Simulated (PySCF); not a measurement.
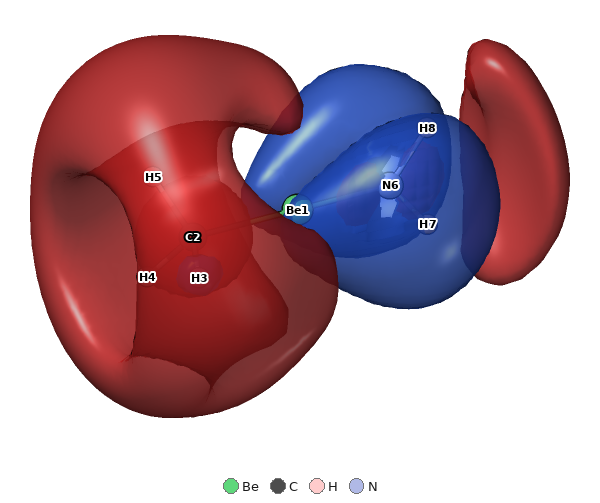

Figure. BeMe(NH2) (CH5BeN). Unrelaxed difference density of S₃ less the ground state (TDA singlet states), ±0.004 e/Å³; red: gain, blue: loss.

PySCF calculation, PBE0/def2-SVPD, gas phase; geometry: GFN2-xTB. No frequency check shows the geometry to be a minimum. GFN2-xTB bond lengths at metals and heavier atoms can be off by up to 0.1 Å and shapes distorted, which carries into these values.

How does the charge move on excitation?

Answer. 0.91 e is displaced in all, largely into diffuse regions outside the molecule. The state: 7.05 eV (176 nm), f = 0.000 (very weak), ligand-centred → diffuse (Rydberg-like) orbital; the leading pair carries 100 %; hole on N6 (71 %), Be1 (14 %) and H7 and H8 (6 % each), electron on Be1 (31 %), H3, H4 and H5 (12 % each) and H7 and H8 (10 % each) (atom shares of so diffuse an orbital are rough); their centroids lie 1.9 Å apart.
